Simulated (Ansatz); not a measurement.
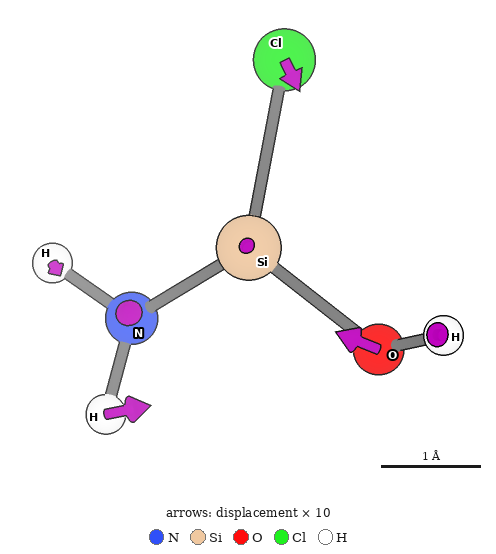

A relaxation of SiNH₃OCl (multiplicity 2). The starting structure is drawn; purple arrows show the displacements, 10 times their true length. The two geometries are superimposed by the best rigid fit.

A ball-and-stick model, seen at a tilt.

The start comes from PBE-D4/def2-SVP.

Theory: Ansatz 0.2.0, UKS PBE0-D4/def2-TZVP. Set-up: force threshold 0.005 eV/Å; at most 150 steps.

> What happened in the run?

The largest move after the best rigid fit is that of an H atom, 0.054 Å. By element the largest moves are H 0.054 Å, O 0.052 Å, N 0.043 Å, Cl 0.037 Å, Si 0.016 Å. Near-neighbour distances that change, for instance: O–Si 1.685 → 1.644 Å, Cl–Si 2.112 → 2.075 Å, N–Si 1.736 → 1.702 Å, H–N 1.024 → 1.007 Å. Bond angles that change, for instance: Si–O–H 112.9° → 116.2°, Si–N–H 118.5° → 120.6°. The energy falls by 6.69 kJ/mol in 8 accepted moves (9 points after the start). The largest force component goes from 0.98 to 0.0031 eV/Å. The line search rejected the trial step at point 3 of the run. The run took of the order of 90 core-seconds on a shared host.
